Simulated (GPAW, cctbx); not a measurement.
## SiAg2HgSe4: deformation density and structure factors from DFT

Question: by how much does bonding change the X-ray structure factors of SiAg2HgSe4, how firmly does DFT give the change, and what does a routine refinement make of it?

The cell comes from substitution in a known structure type and wasn't matched to any measured phase. All numbers below are calculated.

## Step 1: Relax the structure

The density hangs on the geometry, so cell and atoms are relaxed first, with the symmetry held. The cutoff is set higher than for the density because stress converges slowly with plane waves.

Settings: GPAW 26.7.0, PBE, 570 eV, 3×3×3 k-points, Fermi–Dirac width 0.05 eV, BFGS to 0.03 eV/Å.

```text
cell
1.0
    -3.949500000    3.949500000    3.336500000
     3.949500000   -3.949500000    3.336500000
     3.949500000    3.949500000   -3.336500000
Hg Ag Se Si
1 2 4 1
Direct
0.500000000 0.500000000 0.000000000
0.000000000 0.500000000 0.500000000
0.500000000 0.000000000 0.500000000
0.373000000 0.373000000 0.337200000
0.035800000 0.035800000 0.662800000
0.627000000 0.964200000 0.000000000
0.964200000 0.627000000 0.000000000
0.000000000 0.000000000 0.000000000
```

```console
$ OMP_NUM_THREADS=1 mpirun -n 4 gpaw python run.py > gpaw.log
```

```text
BFGS:    0      -26.535140        0.449936
BFGS:    1      -26.546370        0.445853
BFGS:    2      -26.720492        0.314897
BFGS:    3      -26.755126        0.309907
...
BFGS:   14      -26.842159        0.146971
BFGS:   15      -26.848576        0.076113
BFGS:   16      -26.850739        0.022922
cell  6.2251 6.2251 6.2251  107.13 107.13 114.26
volume 184.716 A^3, largest force 0.022 eV/A, largest stress 0.08 GPa
```

After 16 steps the volume has changed by -11.3 % and the energy by -0.316 eV; the largest stress left is 0.08 GPa. It took 1.9 min on 4 cores of Intel(R) Xeon(R) 6975P-C (Granite Rapids) (shared host), peak memory 1.4 GiB.

Relaxed structure: I-42m (no. 121), a = 7.3943 Å, b = 7.3943 Å, c = 6.7568 Å, α = 90.00°, β = 90.00°, γ = 90.00°.

| atom | mult. | x | y | z |
| --- | --- | --- | --- | --- |
| Hg1 | 2 | 0 | 0 | 1/2 |
| Ag1 | 4 | 1/2 | 0 | 0 |
| Se1 | 8 | 0.1808 | 0.1808 | 0.1961 |
| Si1 | 2 | 0 | 0 | 0 |

## Step 2: Density and charge transfer

X-rays see the whole electron density, so the PAW density is rebuilt with its core regions. Subtracting spherical free atoms from the same code cancels the cores and leaves the deformation density Δρ, the part due to bonding.

Settings: PBE, 450 eV, 4×4×4 k-points, Fermi–Dirac width 0.05 eV; primitive cell of 8 atoms.

```console
$ OMP_NUM_THREADS=1 mpirun -n 4 gpaw python run.py > gpaw.log
```

```text
|iter:   1|       0s |  -27.635998 | -0.22 |       |
|iter:   2|       1s |  -27.458543 | -1.90 | -1.32 |
|iter:   3|       2s |  -27.010595 | -1.24 | -1.36 |
...
|iter:   9|       8s |  -26.803132c| -5.81 | -3.90 |
|iter:  10|       8s |  -26.803134c| -6.91 | -4.64c|
|iter:  11|       9s |  -26.803134c| -7.67c| -5.28c|
```

```text
grid (64, 64, 64)  electrons 324.000  moved by bonding 1.444 e
deformation density beyond 0.5 A of the nuclei: max 0.176, min -0.112 e/A^3
atom        x       y       z   Voronoi charge  moment
Hg1    0.5000  0.5000  0.0000      0.323       0.00
Ag2    1.0000  0.5000  0.5000      0.166       0.00
Ag3    0.5000  0.0000  0.5000      0.166       0.00
Se4    0.3769  0.3769  0.3615     -0.194       0.00
Se5    0.0153  0.0153  0.6385     -0.194       0.00
Se6    0.6231  0.9847  0.0000     -0.194       0.00
Se7    0.9847  0.6231  0.0000     -0.194       0.00
Si8    0.0000  0.0000  0.0000      0.122       0.00
mean inner potential of superposed free atoms 16.232 V
total magnetic moment 0.000 muB
```

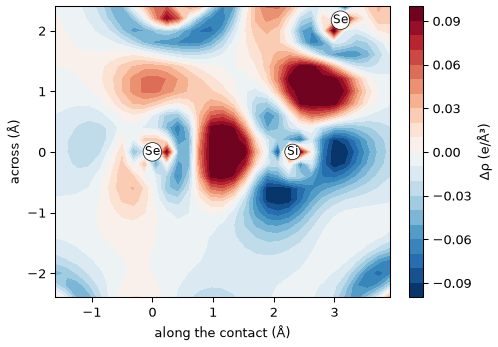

Deformation density in a plane through the shortest contact of the Se atom at the origin; red gains electrons, blue loses them.

Se gains most (-0.19 e) and Hg loses most (+0.32 e); Se is the most electronegative element, but the order of the others doesn't follow electronegativity. Such charges fall far short of formal ones, since overlapping free atoms already put density on their neighbours. Along the shortest contact from the Se atom at the map's origin, Se–Si at 2.31 Å, Δρ is +0.17 e/Å³ at the midpoint: a bond charge, the mark of covalency. At the midpoints of other shortest contacts it is +0.04 (Hg–Se, 2.79 Å), +0.02 (Ag–Se, 3.02 Å) and 0.00 (Hg–Si, 3.38 Å) e/Å³. Point values carry grid noise of about 0.01 e/Å³. The run needed 11 iterations, 17 s.

## Step 3: From the density to structure factors

The Fourier components of Δρ, added to those of the free atoms, give the static X-ray structure factors; the Mott–Bethe relation turns them into the Fourier components V of the potential that fast electrons feel.

```text
static structure factors of the conventional cell: F in electrons, V (Mott-Bethe) in volts
   h  k  l      d  |F| table  |F| free   |F| DFT   change   |V| free  |V| DFT  change %
   1  1  0  5.2286    45.451    45.437    45.496    0.059     0.976    0.956     -2.0
   1  0  1  4.9880    92.598    92.511    92.104   -0.408     0.433    0.559     29.0
   2  0  0  3.6972   183.166   183.005   182.225   -0.780     2.989    3.121      4.4
   0  0  2  3.3784   149.033   148.789   147.639   -1.150     2.160    2.323      7.5
   2  1  1  2.9702   204.665   204.699   205.107    0.408     3.649    3.591     -1.6
   1  1  2  2.8376   118.951   118.968   119.541    0.573     2.627    2.573     -2.1
   2  2  0  2.6143   402.834   402.635   402.016   -0.619     7.329    7.382      0.7
   2  0  2  2.4940   416.108   415.902   415.560   -0.342     7.467    7.493      0.4
   3  1  0  2.3383    82.456    82.222    82.003   -0.220     1.926    1.941      0.8
   3  0  1  2.3155   182.157   182.126   182.012   -0.114     2.466    2.473      0.3
   1  0  3  2.1545   186.191   186.127   186.060   -0.066     2.495    2.498      0.2
   2  2  2  2.0675   236.273   235.965   236.003    0.038     3.647    3.645     -0.0
   3  2  1  1.9624    78.251    78.164    78.255    0.091     0.749    0.755      0.8
   3  1  2  1.9227    74.016    74.089    73.834   -0.255     0.979    0.991      1.2
```

The largest X-ray change is -1.15 e on 002, 0.8 % of |F|. For electrons V goes as (Z − F)/g², so a change of F counts against Z − F, which is small at low angle and wherever the atoms' terms cancel: |V| of 101 moves by +29.0 % (0.43 to 0.56 V) against -0.4 % in |F|. The tabulated Hartree–Fock atoms differ from the free DFT atoms by up to 0.31 e, so the choice of reference atom matters too.

## Step 4: The functional ladder

The same geometry is run with other functionals, to see whether the bonding signal is larger than the spread between approximations. Free atoms are LDA for LDA and PBE otherwise; meta-GGAs and hybrids keep PBE cores. Any other changed setting is in the row's label.

| run | ΔF 002 (e) | ΔF 200 (e) | ΔF 220 (e) | q(Se) (e) | moved (e) | time |
| --- | --- | --- | --- | --- | --- | --- |
| PBE | -1.150 | -0.780 | -0.619 | -0.194 | 1.444 | 17 s |
| LDA | -1.079 | -0.734 | -0.691 | -0.177 | 1.361 | 16 s |
| r2SCAN | -1.292 | -0.911 | -0.469 | -0.241 | 1.674 | 29 s |

At the base's settings ΔF(002) spans -1.292 to -1.079 e, a spread of 19 % of the PBE value; over the three listed reflections the spread is at most 36 %, so the sign holds and the size hangs on the functional. Times are from shared hosts.

## Step 5: What a spherical-atom refinement makes of it

Routine crystallography fits spherical atoms. To see the bias, intensities are simulated from tabulated atoms plus the DFT change ΔF, so that bonding alone can misfit (6184 reflections of the full sphere, merged to the counts below, to 0.5 Å, 1 % proportional noise plus counting noise, assumed isotropic U as listed, Δρ smeared by the mean U) and refined with cctbx over different ranges.

| range | data | R1 | GooF | U Hg1 (true 0.0037) | U Ag1 (true 0.0046) | U Se1 (true 0.0052) | U Si1 (true 0.0069) | largest shift (Å) | Δρ max, min (e/Å³) |
| --- | --- | --- | --- | --- | --- | --- | --- | --- | --- |
| all data | 833 | 0.0037 | 0.96 | 0.0037 | 0.0046 | 0.0052 | 0.0069 | 0.0001 | 0.26, -0.33 |
| low resolution, d > 0.84 | 190 | 0.0030 | 1.00 | 0.0037 | 0.0046 | 0.0052 | 0.0067 | 0.0001 | 0.18, -0.13 |
| high order, d < 0.75 | 574 | 0.0043 | 0.96 | 0.0037 | 0.0046 | 0.0052 | 0.0069 | 0.0001 | 0.20, -0.23 |
| occupancies free, d > 0.7 | 314 | 0.0031 | 0.97 | 0.0037 | 0.0046 | 0.0052 | 0.0068 | 0.0001 | 0.20, -0.17 |

With all data GooF is 0.96, so at this noise the bonding hardly shows; the top residual peak, near noise level, lies 1.28 Å from Se and 1.63 Å from Hg. No U is off by more than 3 s.u. at low resolution. With Hg1 held at 1 and the scale free, the other occupancies refine to Ag1 0.999(0.001), Se1 1.000(0.001) and Si1 0.998(0.005), within three s.u. of full.

## Step 6: Answer

Bonding moves 1.44 e in the primitive cell of SiAg2HgSe4 and changes the structure factors of the conventional cell in the table above by at most 1.15 e (002, 0.8 %). The shortest bond, Se–Si, has Δρ = +0.17 e/Å³ at its midpoint, a covalent bond charge. At the base's settings ΔF(002) spans -1.292 to -1.079 e, a spread of 19 % of the PBE value; over the three listed reflections the spread is at most 36 %, so the sign holds and the size hangs on the functional. With all data GooF is 0.96, so at this noise the bonding hardly shows. Limits: static density, frozen cores, no spin–orbit coupling.

[Outputs are excerpts: Python notices, other lines and further rows are left out; steps that failed or that the build refused (PBEsol, TPSS) are not shown.]

[Logs are printed without paths, hosts, clocks, repeated set-up lines and the standing remarks that a program may print on its own settings, such as how far it seeks lower states.]
